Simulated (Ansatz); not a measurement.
Consider C2H5AlO.

```yaml
atoms:
  - { symbol: C, position_ang: [-0.3001, 0.9803, -0.6674] }
  - { symbol: O, position_ang: [0.8069, 0.0735, -0.8482] }
  - { symbol: C, position_ang: [0.7818, -0.9452, 0.1726] }
  - { symbol: Al, position_ang: [-0.8325, -0.0882, 0.8926] }
  - { symbol: H, position_ang: [-0.9350, 0.9861, -1.5617] }
  - { symbol: H, position_ang: [0.0681, 2.0033, -0.5224] }
  - { symbol: H, position_ang: [1.7117, -0.9221, 0.7537] }
  - { symbol: H, position_ang: [0.7084, -1.9389, -0.2858] }
  - { symbol: H, position_ang: [-1.9210, -0.1952, 2.0495] }
```

Geometry: PBE0-D4/def2-TZVP.

Theory: RKS PBE0-D4/def2-TZVPP in Ansatz.

Question: Predict the electron density and electron localisation function between the atoms.

Answer: C–O (1.44 Å): the density is about 1.9 e/Å³ at the midpoint, with its minimum of 1.7 e/Å³ about 0.5 Å from C; the ELF peaks at about 0.85 between the atoms, as expected for a shared but strongly polarised pair.
C–Al (1.96 Å): ρ at the midpoint is about 0.69 e/Å³; the ELF peaks at about 0.95 between the atoms: a shared but strongly polarised pair.
Al–H (1.59 Å): ρ at the midpoint is about 0.55 e/Å³; the ELF climbs to about 1 towards the hydrogen.

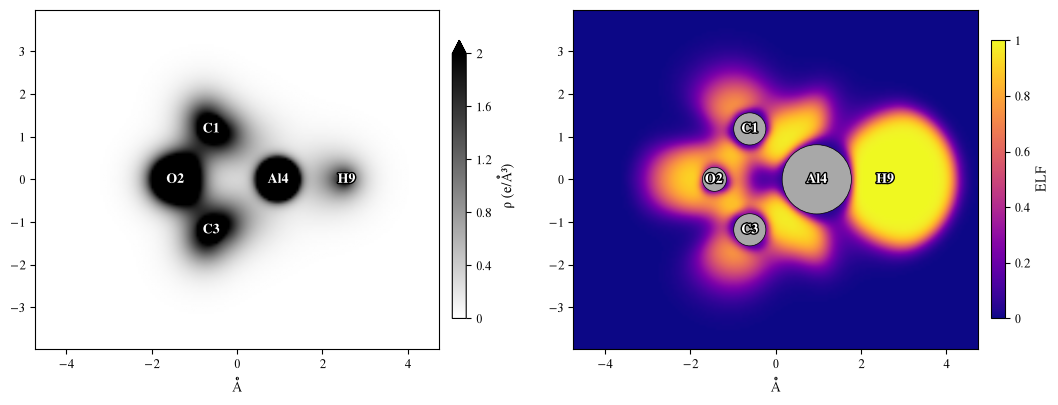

Computed electron density and electron localisation function on the plane of atoms C3, Al4 and H9, in this order. Grey discs cover the atomic cores in the ELF map. 
